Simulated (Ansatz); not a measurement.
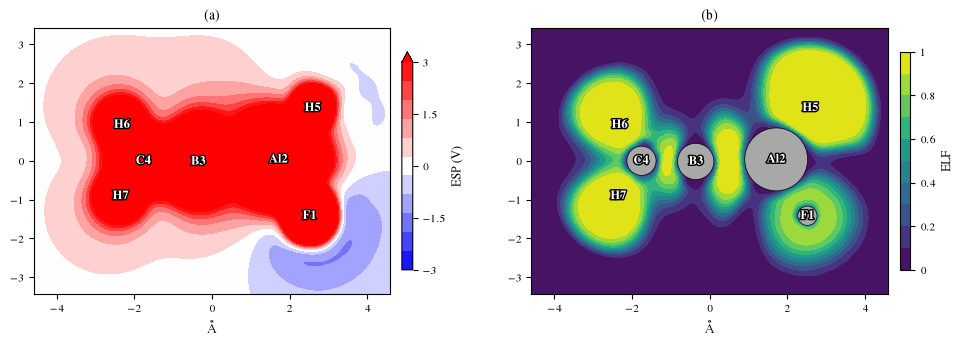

Figure. CH3AlBF. (a) electrostatic potential; (b) ELF on the molecular plane. Grey discs cover the atomic cores in the ELF map.

These are results of RKS r2SCAN-D4/6-31G* in Ansatz, not measurements.

The calculation's input:

```
crystal:
  periodic: [false, false, false]
  atoms:
    - { symbol: F, position_ang: [-0.6707, -2.5909, 1.5175] }
    - { symbol: Al, position_ang: [-0.3057, -1.0744, 0.5588] }
    - { symbol: B, position_ang: [0.0591, 0.12, -1.1929] }
    - { symbol: C, position_ang: [0.2275, 0.737, 0.3099] }
    - { symbol: H, position_ang: [-0.83221, -2.51615, 0.68426] }
    - { symbol: H, position_ang: [-0.6497, 1.4821, 0.5075] }
    - { symbol: H, position_ang: [1.207, 1.0197, 0.6201] }
basis:
  gaussian: { orbitals: "6-31G*" }
hamiltonian:
  xc: r2scan
  dispersion: d4
relax:
  f_tol: 0.02
  max_steps: 50
output:
  orbitals: {}
```

Launched as:

```sh
ansatz run input.yaml --threads 2 --pin off --max-ram 3072MiB --backend cpu --events-out ev --progress --plain --runs-dir out
```

The fields are those of the run's last geometry, not of the input's.

Read the bonding off the picture.

The plane passes through F, Al, B, C and H nuclei. C–B (1.40 Å): the ELF peaks at about 0.95 between the atoms: localised, covalent bonding. Al–F (1.66 Å): the ELF peaks at about 0.85 in the valence shell of F, 0.5 Å from its nucleus, and is about 0.30 at the midpoint. Al–B (2.07 Å): the ELF peaks at about 1 between the atoms, as expected for localised, covalent bonding. C–H (1.09 Å): the ELF climbs to about 1 towards the hydrogen, as it does in any bond to H; a covalent bond by its length. Al–H (1.59 Å): the ELF climbs to about 1 towards the hydrogen. The ELF also peaks beside F1, away from the bonds: lone-pair regions. Outside the dense part of the molecule the potential is most negative (−1.4 V) near F1.
